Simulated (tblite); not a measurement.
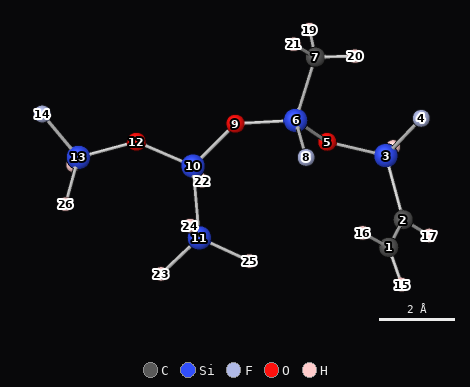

Figure 1. The structure as given in the input (ball-and-stick view, seen on its broad side; atoms are numbered from 1 in the order of the input).

C3H13F3O3Si5: geometry relaxation (part 1 of 2)

C3H13F3O3Si5, computed with GFN2-xTB geometry optimisation, gas phase (tblite 0.8.0).

What the program printed:
```
step      E/eV     max force
  0   -1321.51842    2.145
  1   -1321.67557    1.519
  2   -1321.73436    0.728
  3   -1321.78324    0.525
  4   -1321.84157    0.374
  5   -1321.85838    0.319
  6   -1321.88939    0.376
  7   -1321.90963    0.418
  8   -1321.93333    0.367
  9   -1321.94479    0.263
 10   -1321.95287    0.206
 11   -1321.95909    0.163
 12   -1321.96479    0.197
 13   -1321.97094    0.190
 14   -1321.97846    0.231
 15   -1321.98589    0.183
 16   -1321.99148    0.148
 17   -1321.99530    0.123
 18   -1321.99874    0.143
 19   -1322.00321    0.166
 20   -1322.00839    0.184
 21   -1322.01264    0.130
 22   -1322.01539    0.099
 23   -1322.01751    0.115
 24   -1322.01985    0.142
 25   -1322.02235    0.138
 26   -1322.02440    0.097
 27   -1322.02603    0.113
 28   -1322.02775    0.107
 29   -1322.02963    0.129
 30   -1322.03135    0.090
 31   -1322.03270    0.084
 32   -1322.03384    0.075
 33   -1322.03508    0.094
 34   -1322.03647    0.079
 35   -1322.03804    0.093
 36   -1322.04002    0.137
 37   -1322.04265    0.152
 38   -1322.04556    0.171
 39   -1322.04812    0.115
 40   -1322.05013    0.092
 41   -1322.05204    0.097
 42   -1322.05440    0.153
 43   -1322.05681    0.132
 44   -1322.05865    0.103
 45   -1322.06018    0.094
 46   -1322.06188    0.122
 47   -1322.06376    0.143
 48   -1322.06553    0.103
 49   -1322.06679    0.137
 50   -1322.06834    0.080
 51   -1322.07026    0.114
 52   -1322.07282    0.109
 53   -1322.07426    0.064
 54   -1322.07521    0.067
 55   -1322.07631    0.103
 56   -1322.07759    0.153
 57   -1322.07931    0.130
 58   -1322.08189    0.076
 59   -1322.08518    0.083
 60   -1322.08611    0.064
 61   -1322.08787    0.095
 62   -1322.08894    0.087
 63   -1322.09016    0.095
 64   -1322.09180    0.075
 65   -1322.09341    0.069
 66   -1322.09463    0.085
 67   -1322.09615    0.106
 68   -1322.09772    0.089
 69   -1322.09945    0.101
 70   -1322.10051    0.062
 71   -1322.10167    0.067
 72   -1322.10277    0.084
 73   -1322.10415    0.085
 74   -1322.10564    0.094
 75   -1322.10709    0.095
 76   -1322.10823    0.114
 77   -1322.10876    0.117
 78   -1322.10988    0.080
 79   -1322.11085    0.086
 80   -1322.11290    0.086
 81   -1322.11384    0.073
 82   -1322.11472    0.055
 83   -1322.11531    0.045
 84   -1322.11611    0.053
 85   -1322.11709    0.054
 86   -1322.11813    0.066
 87   -1322.11892    0.076
 88   -1322.11983    0.081
 89   -1322.12089    0.070
 90   -1322.12303    0.054
 91   -1322.12435    0.078
 92   -1322.12640    0.092
 93   -1322.12814    0.091
 94   -1322.13026    0.075
 95   -1322.13216    0.106
 96   -1322.13384    0.151
 97   -1322.13605    0.107
 98   -1322.13954    0.115
 99   -1322.14152    0.088
100   -1322.14429    0.097
101   -1322.14623    0.083
102   -1322.14853    0.112
103   -1322.15092    0.233
104   -1322.15337    0.130
105   -1322.15617    0.081
106   -1322.15743    0.065
107   -1322.15850    0.068
108   -1322.15968    0.073
109   -1322.16064    0.078
110   -1322.16115    0.046
111   -1322.16152    0.036
112   -1322.16152    0.036
113   -1322.16165    0.031
114   -1322.16204    0.044
115   -1322.16217    0.039
116   -1322.16241    0.031
117   -1322.16262    0.033
118   -1322.16293    0.049
119   -1322.16321    0.049
120   -1322.16347    0.047
121   -1322.16370    0.038
122   -1322.16394    0.039
123   -1322.16421    0.042
124   -1322.16450    0.040
125   -1322.16483    0.046
126   -1322.16521    0.060
127   -1322.16566    0.054
128   -1322.16611    0.045
129   -1322.16657    0.043
130   -1322.16709    0.049
131   -1322.16774    0.059
132   -1322.16855    0.065
133   -1322.16944    0.052
134   -1322.17034    0.061
135   -1322.17122    0.071
136   -1322.17218    0.075
137   -1322.17318    0.064
138   -1322.17405    0.055
139   -1322.17474    0.047
140   -1322.17530    0.050
141   -1322.17571    0.053
142   -1322.17610    0.038
143   -1322.17646    0.041
144   -1322.17678    0.038
145   -1322.17706    0.041
146   -1322.17733    0.037
147   -1322.17759    0.037
148   -1322.17795    0.044
149   -1322.17826    0.045
150   -1322.17849    0.032
151   -1322.17864    0.030
152   -1322.17877    0.029
153   -1322.17891    0.036
154   -1322.17906    0.030
155   -1322.17921    0.023
156   -1322.17933    0.020
157   -1322.17943    0.029
158   -1322.17951    0.029
159   -1322.17960    0.024
160   -1322.17972    0.026
161   -1322.17987    0.031
162   -1322.18002    0.031
163   -1322.18018    0.031
164   -1322.18037    0.036
165   -1322.18061    0.035
166   -1322.18089    0.041
167   -1322.18114    0.030
168   -1322.18137    0.035
169   -1322.18168    0.044
170   -1322.18218    0.066
171   -1322.18287    0.077
172   -1322.18362    0.057
173   -1322.18424    0.050
174   -1322.18478    0.061
175   -1322.18541    0.088
176   -1322.18633    0.081
177   -1322.18793    0.049
178   -1322.18857    0.047
179   -1322.18929    0.054
180   -1322.18968    0.063
181   -1322.19035    0.055
182   -1322.19099    0.071
183   -1322.19184    0.060
184   -1322.19235    0.057
185   -1322.19287    0.043
186   -1322.19321    0.046
187   -1322.19352    0.056
188   -1322.19393    0.047
189   -1322.19444    0.038
190   -1322.19486    0.043
191   -1322.19523    0.055
192   -1322.19560    0.051
193   -1322.19596    0.035
194   -1322.19637    0.048
195   -1322.19684    0.054
196   -1322.19730    0.069
197   -1322.19774    0.052
198   -1322.19810    0.041
199   -1322.19843    0.041
200   -1322.19906    0.048
201   -1322.19972    0.056
202   -1322.20045    0.048
203   -1322.20108    0.042
204   -1322.20161    0.053
205   -1322.20207    0.069
206   -1322.20259    0.056
207   -1322.20342    0.051
208   -1322.20394    0.049
209   -1322.20449    0.039
210   -1322.20477    0.034
211   -1322.20504    0.032
212   -1322.20531    0.039
213   -1322.20561    0.048
214   -1322.20590    0.041
215   -1322.20616    0.038
216   -1322.20640    0.030
217   -1322.20663    0.034
218   -1322.20682    0.031
219   -1322.20699    0.030
220   -1322.20712    0.026
221   -1322.20724    0.021
222   -1322.20735    0.021
223   -1322.20746    0.021
224   -1322.20759    0.022
225   -1322.20774    0.021
226   -1322.20788    0.021
227   -1322.20801    0.026
228   -1322.20815    0.030
229   -1322.20831    0.027
230   -1322.20852    0.046
231   -1322.20880    0.053
232   -1322.20908    0.039
233   -1322.20932    0.025
234   -1322.20952    0.028
235   -1322.20970    0.032
236   -1322.20992    0.032
237   -1322.21018    0.032
238   -1322.21050    0.043
239   -1322.21088    0.045
240   -1322.21130    0.052
241   -1322.21175    0.043
242   -1322.21218    0.046
243   -1322.21265    0.056
244   -1322.21316    0.054
245   -1322.21361    0.068
246   -1322.21396    0.089
247   -1322.21451    0.044
248   -1322.21509    0.047
249   -1322.21569    0.070
250   -1322.21651    0.086
251   -1322.21728    0.062
252   -1322.21815    0.056
253   -1322.21888    0.079
254   -1322.21974    0.112
255   -1322.22051    0.090
256   -1322.22148    0.056
257   -1322.22241    0.052
258   -1322.22308    0.050
259   -1322.22359    0.049
260   -1322.22407    0.048
261   -1322.22448    0.046
262   -1322.22489    0.051
263   -1322.22521    0.042
264   -1322.22554    0.050
265   -1322.22585    0.040
266   -1322.22619    0.047
267   -1322.22652    0.049
268   -1322.22701    0.050
269   -1322.22748    0.041
270   -1322.22790    0.051
271   -1322.22828    0.042
272   -1322.22875    0.056
273   -1322.22937    0.062
274   -1322.23020    0.065
275   -1322.23086    0.066
276   -1322.23147    0.054
277   -1322.23200    0.045
278   -1322.23248    0.048
279   -1322.23286    0.066
280   -1322.23312    0.048
281   -1322.23351    0.037
282   -1322.23382    0.031
283   -1322.23407    0.028
284   -1322.23434    0.036
285   -1322.23464    0.040
286   -1322.23486    0.038
287   -1322.23506    0.037
288   -1322.23523    0.027
289   -1322.23542    0.032
290   -1322.23562    0.028
291   -1322.23580    0.026
292   -1322.23596    0.030
293   -1322.23613    0.044
294   -1322.23636    0.043
295   -1322.23663    0.049
296   -1322.23690    0.049
297   -1322.23723    0.038
298   -1322.23757    0.037
299   -1322.23791    0.035
300   -1322.23826    0.038
301   -1322.23857    0.045
302   -1322.23883    0.067
303   -1322.23911    0.070
304   -1322.23945    0.053
305   -1322.24003    0.051
306   -1322.24045    0.046
307   -1322.24082    0.060
308   -1322.24120    0.058
309   -1322.24162    0.052
310   -1322.24163    0.109
311   -1322.24248    0.061
312   -1322.24285    0.039
313   -1322.24348    0.042
314   -1322.24368    0.032
315   -1322.24402    0.030
316   -1322.24420    0.030
317   -1322.24450    0.047
318   -1322.24484    0.043
319   -1322.24506    0.046
320   -1322.24527    0.036
321   -1322.24543    0.029
322   -1322.24568    0.038
323   -1322.24582    0.031
324   -1322.24604    0.031
325   -1322.24622    0.032
326   -1322.24639    0.027
327   -1322.24654    0.022
328   -1322.24668    0.029
329   -1322.24683    0.035
330   -1322.24703    0.048
331   -1322.24727    0.046
332   -1322.24750    0.037
333   -1322.24768    0.026
334   -1322.24785    0.032
335   -1322.24802    0.048
336   -1322.24822    0.044
337   -1322.24844    0.026
338   -1322.24864    0.019
339   -1322.24874    0.024
340   -1322.24891    0.027
341   -1322.24903    0.020
342   -1322.24913    0.021
343   -1322.24921    0.018
344   -1322.24928    0.021
345   -1322.24935    0.023
346   -1322.24942    0.019
347   -1322.24948    0.014
348   -1322.24953    0.017
349   -1322.24960    0.014
350   -1322.24967    0.016
351   -1322.24974    0.020
352   -1322.24982    0.024
353   -1322.24990    0.022
354   -1322.24998    0.019
355   -1322.25006    0.018
356   -1322.25015    0.026
357   -1322.25026    0.034
358   -1322.25038    0.033
359   -1322.25049    0.022
360   -1322.25060    0.028
361   -1322.25072    0.031
362   -1322.25082    0.031
363   -1322.25091    0.025
364   -1322.25097    0.015
365   -1322.25104    0.016
366   -1322.25111    0.026
367   -1322.25122    0.031
368   -1322.25133    0.022
369   -1322.25142    0.021
370   -1322.25149    0.017
371   -1322.25156    0.017
372   -1322.25162    0.012
373   -1322.25167    0.012
374   -1322.25171    0.014
375   -1322.25176    0.017
376   -1322.25182    0.019
377   -1322.25189    0.016
378   -1322.25197    0.015
379   -1322.25203    0.014
380   -1322.25211    0.021
381   -1322.25219    0.023
382   -1322.25228    0.018
383   -1322.25237    0.024
384   -1322.25244    0.022
385   -1322.25251    0.021
386   -1322.25258    0.019
387   -1322.25264    0.026
388   -1322.25272    0.025
389   -1322.25279    0.018
390   -1322.25286    0.019
391   -1322.25291    0.016
392   -1322.25296    0.022
393   -1322.25300    0.018
394   -1322.25303    0.011
395   -1322.25306    0.013
396   -1322.25308    0.016
397   -1322.25310    0.013
398   -1322.25311    0.007
399   -1322.25312    0.006
400   -1322.25313    0.009
401   -1322.25314    0.011
402   -1322.25315    0.009
403   -1322.25316    0.007
404   -1322.25317    0.006
405   -1322.25317    0.009
406   -1322.25318    0.009
407   -1322.25319    0.007
408   -1322.25320    0.007
409   -1322.25321    0.007
410   -1322.25322    0.009
411   -1322.25324    0.011
412   -1322.25325    0.010
413   -1322.25327    0.008
414   -1322.25328    0.008
415   -1322.25330    0.010
416   -1322.25333    0.011
417   -1322.25335    0.010
418   -1322.25336    0.006
419   -1322.25337    0.006
420   -1322.25339    0.008
421   -1322.25341    0.011
422   -1322.25343    0.012
423   -1322.25346    0.011
424   -1322.25348    0.009
425   -1322.25350    0.009
426   -1322.25352    0.009
427   -1322.25354    0.009
428   -1322.25356    0.011
429   -1322.25358    0.011
430   -1322.25361    0.016
431   -1322.25364    0.017
432   -1322.25368    0.012
433   -1322.25372    0.011
434   -1322.25374    0.010
435   -1322.25377    0.014
436   -1322.25380    0.013
437   -1322.25383    0.012
438   -1322.25386    0.009
439   -1322.25388    0.007
440   -1322.25390    0.008
441   -1322.25391    0.008
442   -1322.25393    0.007
443   -1322.25394    0.006
444   -1322.25395    0.006
445   -1322.25395    0.006
446   -1322.25396    0.006
447   -1322.25397    0.006
448   -1322.25398    0.005
449   -1322.25398    0.006
450   -1322.25399    0.006
451   -1322.25400    0.007
452   -1322.25401    0.006
453   -1322.25401    0.005
454   -1322.25402    0.004
455   -1322.25402    0.006
456   -1322.25403    0.007
457   -1322.25404    0.007
458   -1322.25405    0.007
459   -1322.25405    0.007
460   -1322.25406    0.006
461   -1322.25407    0.007
462   -1322.25409    0.007
463   -1322.25410    0.010
464   -1322.25412    0.011
465   -1322.25414    0.010
466   -1322.25416    0.008
467   -1322.25418    0.009
468   -1322.25420    0.011
469   -1322.25422    0.013
470   -1322.25424    0.009
471   -1322.25426    0.008
472   -1322.25427    0.009
473   -1322.25428    0.012
474   -1322.25430    0.011
475   -1322.25431    0.006
476   -1322.25432    0.006
477   -1322.25432    0.006
478   -1322.25433    0.009
479   -1322.25435    0.010
480   -1322.25437    0.009
481   -1322.25438    0.007
482   -1322.25439    0.006
483   -1322.25440    0.006
484   -1322.25441    0.007
485   -1322.25442    0.008
486   -1322.25443    0.009
487   -1322.25444    0.007
488   -1322.25445    0.007
489   -1322.25446    0.007
490   -1322.25448    0.007
491   -1322.25448    0.006
492   -1322.25449    0.005
493   -1322.25450    0.005
494   -1322.25450    0.006
495   -1322.25451    0.006
496   -1322.25452    0.004
497   -1322.25452    0.004
```

Trajectory as extended XYZ (Å, eV, eV/Å), 8 of the 12 frames kept, from step=0 to step=497:
```
27
Properties=species:S:1:pos:R:3:forces:R:3 step=0 energy=-1321.51842
C     3.5314   -1.5521   -0.6031   -0.3140   1.1200   0.0100
C     3.8003   -0.3589   -1.1690    0.1260  -2.0840   0.4940
Si    3.0918    1.2625   -0.7368   -1.5920   0.9960  -0.5140
F     3.8961    1.8815    0.4897    0.1960   0.3140   0.4550
O     1.4863    1.2022   -0.3220    0.5210  -0.1120   0.4710
Si    0.5798    0.9906    1.0319   -0.7820  -0.0720  -1.2040
C     0.8659    2.2916    2.3184    0.0090   0.5930   0.8740
F     1.0103   -0.4183    1.6712    0.0050  -0.3060  -0.0850
O    -1.0072    0.8522    0.6148    0.4970  -0.2980  -0.2290
Si   -1.9726   -0.0938   -0.3455    0.2870  -0.4140  -0.0210
Si   -1.5211   -2.3766   -0.0559    0.0310   0.7640   0.3980
O    -3.5664    0.2366   -0.0489   -0.3380  -0.2020  -0.4110
Si   -5.0504   -0.1679   -0.6457    1.2510  -0.4330  -0.7440
F    -6.1700    0.4980    0.2593    0.0050   0.1320   0.1760
H     4.0231   -2.4430   -0.9364    0.0840  -0.2590   0.0080
H     2.7950   -1.6646    0.2121    0.5430   0.1450  -0.6710
H     4.5451   -0.3068   -1.9480    0.1220  -0.2600  -0.1340
H     3.2417    2.1708   -1.8975   -0.2530  -0.1040   0.5430
H     0.6039    3.2851    1.9507    0.0950  -0.1330   0.1060
H     1.9176    2.3165    2.6442   -0.4550  -0.0260  -0.2210
H     0.2518    2.1047    3.2147    0.2760   0.0930  -0.3910
H    -1.6922    0.2593   -1.7647   -0.1670   0.2650   0.3790
H    -2.3986   -3.1552   -0.9421    0.0820  -0.1290   0.0290
H    -1.7990   -2.7941    1.3485    0.1470  -0.1170  -0.3710
H    -0.1019   -2.6752   -0.3985   -0.4080  -0.0530   0.1090
H    -5.2060   -1.6451   -0.6212    0.0280   0.6060   0.2060
H    -5.1748    0.3265   -2.0474    0.0030  -0.0260   0.7380
```
